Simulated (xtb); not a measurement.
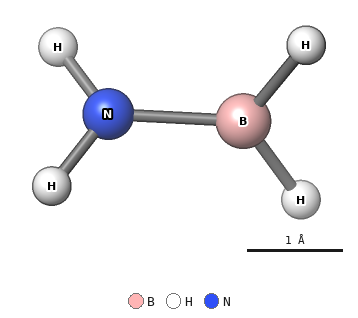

**Figure 1.** The structure as given in the input (ball-and-stick view, seen at a tilt). Bond lengths as drawn: B–H 1.18 to 1.19 Å, B–N 1.42 Å and H–N 1.01 Å.

Frequency calculation of BNH4

BNH4 (BH2(NH2)), SMILES [H]B([H])N, computed with GFN2-xTB (xtb 6.7.1).

The geometry was optimised with GFN2-xTB path maximum.

## Log
```
* xtb version 6.7.1
   ID    Z sym.   atoms
    1    5 B      1
    2    1 H      2, 3, 5, 6
    3    7 N      4

           -------------------------------------------------
          |                Calculation Setup                |
           -------------------------------------------------

          program call               : xtb geom.xyz --gfn 2 --uhf 0 --hess
          coordinate file            : geom.xyz
          omp threads                :                     1

           -------------------------------------------------
          |                 G F N 2 - x T B                 |
           -------------------------------------------------

      * Hamiltonian:
        H0-scaling (s, p, d)           1.850000    2.230000    2.230000
        zeta-weighting                 0.500000
      * Dispersion:
        s8                             2.700000
        a1                             0.520000
        a2                             5.000000
        s9                             5.000000
      * Repulsion:
        kExp                           1.500000    1.000000
        rExp                           1.000000
      * Coulomb:
        alpha                          2.000000
        third order                    shell-resolved
        anisotropic                    true
        a3                             3.000000
        a5                             4.000000
        cn-shift                       1.200000
        cn-exp                         4.000000
        max-rad                        5.000000

          ...................................................
          :                      SETUP                      :
          :.................................................:
          :  # basis functions                  12          :
          :  # atomic orbitals                  12          :
          :  # shells                            8          :
          :  # electrons                        12          :
          :  max. iterations                   250          :
          :  Hamiltonian                  GFN2-xTB          :
          :  restarted?                      false          :
          :  GBSA solvation                  false          :
          :  PC potential                    false          :
          :  electronic temp.          300.0000000     K    :
          :  accuracy                    1.0000000          :
          :  -> integral cutoff          0.2500000E+02      :
          :  -> integral neglect         0.1000000E-07      :
          :  -> SCF convergence          0.1000000E-05 Eh   :
          :  -> wf. convergence          0.1000000E-03 e    :
          :  Broyden damping             0.4000000          :
          :  net charge                          0          :
          :  unpaired electrons                  0          :
          ...................................................

 iter      E             dE          RMSdq      gap      omega  full diag
   1     -6.1388923 -0.613889E+01  0.105E+01    4.31       0.0  T
   2     -6.2330450 -0.941527E-01  0.685E+00    2.53       1.0  T
   3     -6.2321369  0.908076E-03  0.355E+00    4.28       1.0  T
   4     -6.2536819 -0.215450E-01  0.124E+00    3.44       1.0  T
   5     -6.2550298 -0.134785E-02  0.395E-01    3.57       1.0  T
   6     -6.2555970 -0.567205E-03  0.173E-01    3.43       1.0  T
   7     -6.2556882 -0.911668E-04  0.359E-02    3.45       1.1  T
   8     -6.2556863  0.190287E-05  0.218E-02    3.43       1.9  T
   9     -6.2556892 -0.293412E-05  0.110E-03    3.44      37.2  T
  10     -6.2556892  0.251759E-08  0.630E-04    3.44      64.8  T
  11     -6.2556892 -0.305858E-08  0.799E-05    3.44     511.2  T

   *** convergence criteria satisfied after 11 iterations ***

         #    Occupation            Energy/Eh            Energy/eV
      -------------------------------------------------------------
         1        2.0000           -0.5874869             -15.9863
         2        2.0000           -0.5108111             -13.8999
         3        2.0000           -0.5100433             -13.8790
         4        2.0000           -0.4536140             -12.3435
         5        2.0000           -0.4361255             -11.8676
         6        2.0000           -0.3571362              -9.7182 (HOMO)
         7                         -0.2306393              -6.2760 (LUMO)
         8                          0.0542535               1.4763
         9                          0.2293754               6.2416
        10                          0.3378286               9.1928
        11                          0.3734154              10.1612
        12                          0.4083189              11.1109
      -------------------------------------------------------------
                  HL-Gap            0.1264969 Eh            3.4422 eV
             Fermi-level           -0.2938877 Eh           -7.9971 eV

 SCC (total)                   0 d,  0 h,  0 min,  0.001 sec
 SCC setup                      ...        0 min,  0.000 sec (  4.448%)
 Dispersion                     ...        0 min,  0.000 sec (  2.083%)
 classical contributions        ...        0 min,  0.000 sec (  0.887%)
 integral evaluation            ...        0 min,  0.000 sec ( 12.636%)
 iterations                     ...        0 min,  0.001 sec ( 55.537%)
 molecular gradient             ...        0 min,  0.000 sec ( 19.961%)
 printout                       ...        0 min,  0.000 sec (  3.952%)

         :::::::::::::::::::::::::::::::::::::::::::::::::::::
         ::                     SUMMARY                     ::
         :::::::::::::::::::::::::::::::::::::::::::::::::::::
         :: total energy              -6.179547630587 Eh    ::
         :: gradient norm              0.028036761276 Eh/a0 ::
         :: HOMO-LUMO gap              3.442155207335 eV    ::
         ::.................................................::
         :: SCC energy                -6.255689129450 Eh    ::
         :: -> isotropic ES            0.032115299064 Eh    ::
         :: -> anisotropic ES          0.006704055498 Eh    ::
         :: -> anisotropic XC          0.001427590258 Eh    ::
         :: -> dispersion             -0.001431526120 Eh    ::
         :: repulsion energy           0.076141498864 Eh    ::
         :: add. restraining           0.000000000000 Eh    ::
         :: total charge              -0.000000000000 e     ::
         :::::::::::::::::::::::::::::::::::::::::::::::::::::

           -------------------------------------------------
          |                Numerical Hessian                |
           -------------------------------------------------
step length          :   0.00500
SCC accuracy         :   0.30000
Hessian scale factor :   1.00000
frozen atoms in %    :   0.00000    0
RMS gradient         :   0.02804 !! INCOMPLETELY OPTIMIZED GEOMETRY !!
estimated CPU  time      0.00 min

writing file <hessian>.

 projected vibrational frequencies (cm⁻¹)
eigval :       -0.00    -0.00    -0.00    -0.00     0.00     0.00
eigval :     -495.51   224.12   615.97   871.13   965.99  1133.23
eigval :     1285.90  1506.67  2431.95  2556.72  3431.04  3502.39
           -------------------------------------------------
          |                Property Printout                |
           -------------------------------------------------

    * Orbital Energies and Occupations

         #    Occupation            Energy/Eh            Energy/eV
      -------------------------------------------------------------
         1        2.0000           -0.5874864             -15.9863
         2        2.0000           -0.5108108             -13.8999
         3        2.0000           -0.5100432             -13.8790
         4        2.0000           -0.4536144             -12.3435
         5        2.0000           -0.4361259             -11.8676
Molecule has no symmetry elements
It seems to be the C1 point group
         6        2.0000           -0.3571358              -9.7182 (HOMO)
         7                         -0.2306400              -6.2760 (LUMO)
         8                          0.0542538               1.4763
         9                          0.2293756               6.2416
        10                          0.3378282               9.1928
        11                          0.3734149              10.1611
        12                          0.4083188              11.1109
      -------------------------------------------------------------
                  HL-Gap            0.1264958 Eh            3.4421 eV
             Fermi-level           -0.2938879 Eh           -7.9971 eV

     #   Z          covCN         q      C6AA      α(0)
     1   5 B        2.707     0.285    17.238     6.964
     2   1 H        0.931    -0.118     6.250     3.909
     3   1 H        0.936    -0.111     5.944     3.812
     4   7 N        2.560    -0.374    29.691     8.092
     5   1 H        0.860     0.162     1.322     1.801
     6   1 H        0.860     0.156     1.361     1.828

 Mol. C6AA /au·bohr⁶  :        282.872872
 Mol. C8AA /au·bohr⁸  :       5904.363575
 Mol. α(0) /au        :         26.405581

Wiberg/Mayer (AO) data.
largest (>0.10) Wiberg bond orders for each atom

 ---------------------------------------------------------------------------
     #   Z sym  total        # sym  WBO       # sym  WBO       # sym  WBO
 ---------------------------------------------------------------------------
     1   5 B    3.231 --     4 N    1.261     3 H    0.965     2 H    0.963
     2   1 H    0.986 --     1 B    0.963
     3   1 H    0.988 --     1 B    0.965
     4   7 N    3.186 --     1 B    1.261     6 H    0.952     5 H    0.944
     5   1 H    0.974 --     4 N    0.944
     6   1 H    0.976 --     4 N    0.952
 ---------------------------------------------------------------------------

Topologies differ in total number of bonds
Writing topology from bond orders to xtbtopo.mol

molecular dipole:
                 x           y           z       tot (Debye)
 q only:       -0.196      -0.418      -0.024
   full:       -0.227      -0.638      -0.021       1.722
molecular quadrupole (traceless):
                xx          xy          yy          xz          yz          zz
 q only:       -1.019       0.570       0.087       0.031       0.058       0.932
  q+dip:       -1.097       0.726       0.602       0.314      -0.039       0.495
   full:       -2.054       0.906      -0.040      -0.018       0.208       2.093

           -------------------------------------------------
          |               Frequency Printout                |
           -------------------------------------------------
 projected vibrational frequencies (cm⁻¹)
eigval :       -0.00    -0.00    -0.00    -0.00     0.00     0.00
eigval :     -495.51   224.12   615.97   871.13   965.99  1133.23
eigval :     1285.90  1506.67  2431.95  2556.72  3431.04  3502.39
 reduced masses (amu)
   1:  7.46   2: 10.87   3:  9.13   4:  9.60   5:  4.75   6:  7.50   7:  1.77   8:  3.41
   9:  2.11  10:  4.05  11:  4.12  12:  6.35  13:  5.70  14:  2.65  15:  1.80  16:  1.67
  17:  1.74  18:  1.88
 IR intensities (km·mol⁻¹)
   1:  5.67   2:  0.31   3:  1.79   4:  1.07   5:  2.30   6:  2.19   7:113.13   8:196.91
   9: 10.75  10:191.46  11: 87.14  12:  5.14  13:156.44  14: 91.78  15:216.36  16:181.04
  17:  4.18  18:  0.89
 Raman intensities (Ä⁴*amu⁻¹)
   1:  0.00   2:  0.00   3:  0.00   4:  0.00   5:  0.00   6:  0.00   7:  0.00   8:  0.00
   9:  0.00  10:  0.00  11:  0.00  12:  0.00  13:  0.00  14:  0.00  15:  0.00  16:  0.00
  17:  0.00  18:  0.00
 output can be read by thermo (or use thermo option).
 writing <g98.out> molden fake output.
 recommended (thermochemical) frequency scaling factor: 1.0
           -------------------------------------------------
          |             Thermodynamic Functions             |
           -------------------------------------------------

c1  symmetry found (for desy threshold:  0.10E+00) used in thermo

          ...................................................
          :                      SETUP                      :
          :.................................................:
          :  # frequencies                          11      :
          :  # imaginary freq.                       1      :
          :  linear?                             false      :
          :  only rotor calc.                    false      :
          :  symmetry                               c1      :
          :  rotational number                       1      :
          :  scaling factor                  1.0000000      :
          :  rotor cutoff                   50.0000000 cm⁻¹ :
          :  imag. cutoff                  -20.0000000 cm⁻¹ :
          :.................................................:

    mode    ω/cm⁻¹     T·S(HO)/kcal·mol⁻¹    T·S(FR)/kcal·mol⁻¹   T·S(vib)
   ------------------------------------------------------------------------
       1    224.12    -0.57411 ( 99.75%)    -0.61068 (  0.25%)    -0.57420
   ------------------------------------------------------------------------

   temp. (K)  partition function   enthalpy   heat capacity  entropy
                                   cal/mol     cal/K/mol   cal/K/mol   J/K/mol
 298.15  VIB   1.65                  512.125      4.242      2.708
         ROT  0.298E+04              888.752      2.981     18.877
         INT  0.490E+04             1400.877      7.223     21.585
         TR   0.150E+27             1481.254      4.968     35.996
         TOT                        2882.1314    12.1908    57.5812   240.9196

       T/K    H(0)-H(T)+PV         H(T)/Eh          T*S/Eh         G(T)/Eh
   ------------------------------------------------------------------------
    298.15    0.459297E-02    0.467963E-01    0.273587E-01    0.194376E-01
   ------------------------------------------------------------------------

         :::::::::::::::::::::::::::::::::::::::::::::::::::::
         ::                  THERMODYNAMIC                  ::
         :::::::::::::::::::::::::::::::::::::::::::::::::::::
         :: total free energy          -6.160109992843 Eh   ::
         ::.................................................::
         :: total energy               -6.179547630597 Eh   ::
         :: zero point energy           0.042203340338 Eh   ::
         :: G(RRHO) w/o ZPVE           -0.022765702584 Eh   ::
         :: G(RRHO) contrib.            0.019437637753 Eh   ::
         :::::::::::::::::::::::::::::::::::::::::::::::::::::
imag cut-off (cm-1) :    5.00
 found            1  significant imaginary frequency
 writing imag mode distorted coords to xtbhess.xyz
 for further optimization.

           -------------------------------------------------
          | TOTAL ENERGY               -6.179547630597 Eh   |
          | TOTAL ENTHALPY             -6.132751321579 Eh   |
          | TOTAL FREE ENERGY          -6.160109992843 Eh   |
          | GRADIENT NORM               0.028036973500 Eh/α |
          | HOMO-LUMO GAP               3.442126807042 eV   |
           -------------------------------------------------
########################################################################
[WARNING] Runtime exception occurred
-1- hessian_numhess: Hessian on incompletely optimized geometry!
########################################################################

------------------------------------------------------------------------
------------------------------------------------------------------------
 total:
 *  cpu-time:     0 d,  0 h,  0 min,  0.025 sec
 * ratio c/w:     1.000 speedup
 SCF:
 *  cpu-time:     0 d,  0 h,  0 min,  0.001 sec
 * ratio c/w:     0.999 speedup
 analytical hessian:
 *  cpu-time:     0 d,  0 h,  0 min,  0.018 sec
 * ratio c/w:     1.000 speedup
```

## Standard error
```
normal termination of xtb
```

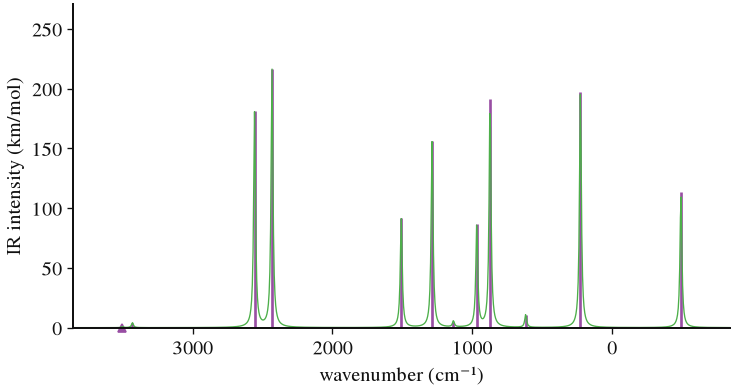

**Figure 2.** Harmonic infrared spectrum, unscaled: sticks (degenerate modes added up, dark ones marked on the axis) with a Lorentzian envelope of 16 cm⁻¹ full width, scaled to the tallest stick; imaginary modes are drawn at negative wavenumbers. 12 modes from 496i to 3502 cm⁻¹, 1 imaginary beyond 8i (496i cm⁻¹): a first-order saddle point, if the geometry is stationary. The strongest line is at 2432 cm⁻¹ (216 km/mol). All modes, in cm⁻¹ (km/mol): 496i (113), 224 (197), 616 (10.7), 871 (191), 966 (87), 1133 (5.1), 1286 (156), 1507 (92), 2432 (216), 2557 (181), 3431 (4.2), 3502 (0.9).

The run was set up as follows.

## Input file (geom.xyz)
```
6
BH2(NH2)
B      0.308257     0.595155     0.040209
H      1.481150     0.629670     0.243636
H     -0.190048     1.632978    -0.208684
N     -0.464146    -0.601381     0.048907
H     -0.820419    -1.034865    -0.792283
H     -0.501609    -1.240901     0.824064
```

Launch command:
```bash
xtb geom.xyz --gfn 2 --uhf 0 --hess > geom.out
```

## Summary

- outcome: converged
- electrons treated: 12
- total energy: −6.179548 hartree
- dispersion energy: −0.001432 hartree
- basis functions: 12
- HOMO: −9.72 eV
- LUMO: −6.28 eV
- zero-point energy: 0.042203 hartree
- dipole moment: 1.72 D
- wavenumbers, lowest and highest: 496i and 3502 cm⁻¹
- hardware: 1 thread of Intel Xeon (Granite Rapids), 64 GiB of memory available, shared host
- peak memory: 0.071 GiB

## Remarks

Settings chosen away from the usual ones: method = gfn2-xtb; task = frequencies; geo = {"prev": "T"}; x = {}. These settings are looser than, or depart from, a standard set-up, so the numbers are not reference values for this system. Notes on the run: -1- hessian_numhess: Hessian on incompletely optimized geometry!.
